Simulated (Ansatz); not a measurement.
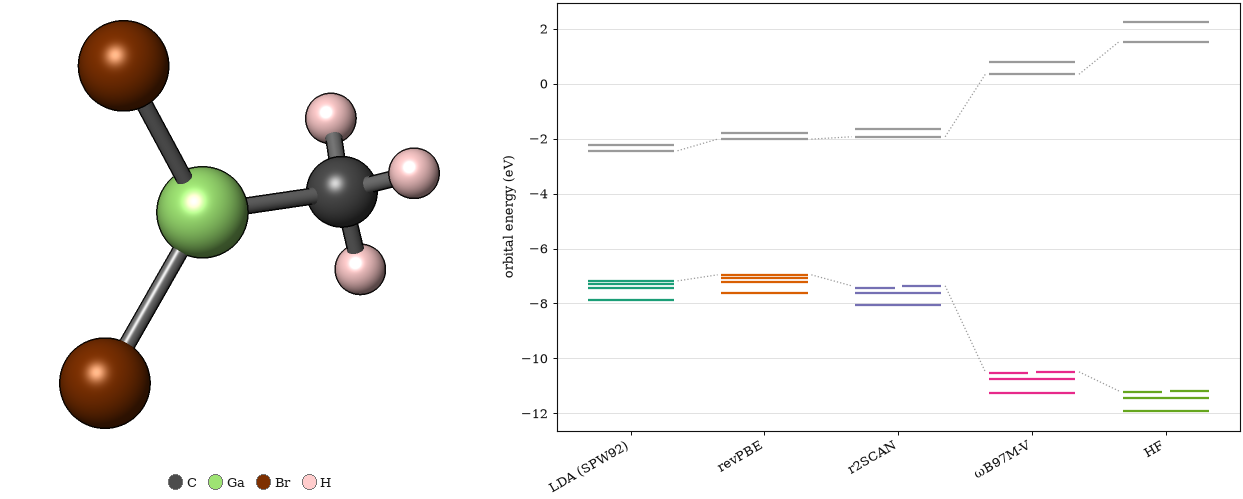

Frontier orbital energies of CH₃Br₂Ga, SMILES [CH3][Ga]([Br])[Br], singlet at one geometry, def2-TZVPP, the Ansatz code, at a PBE0-D4/def2-TZVP geometry (with a soft imaginary mode, 18i cm⁻¹). Empty levels are grey, levels within 0.1 eV stand side by side; all columns show the same few orbitals around the gap. Dotted lines join the HOMOs and the LUMOs.

Question: Compare the HOMO-LUMO separations.

Answer: The separation grows from 4.74 eV (LDA (SPW92)) to 12.72 eV (HF).

| level | HOMO (eV) | LUMO (eV) | separation (eV) |
| --- | --- | --- | --- |
| LDA (SPW92) | −7.18 | −2.44 | 4.74 |
| revPBE | −6.96 | −2.02 | 4.94 |
| r2SCAN | −7.36 | −1.93 | 5.42 |
| ωB97M-V | −10.49 | 0.34 | 10.83 |
| HF | −11.19 | 1.53 | 12.72 |

Caveats, for all or some of the runs: empty levels above zero depend strongly on the basis; no scalar relativity up to krypton; spin-orbit coupling is left out, and with Br it can shift these levels and split any degenerate set.
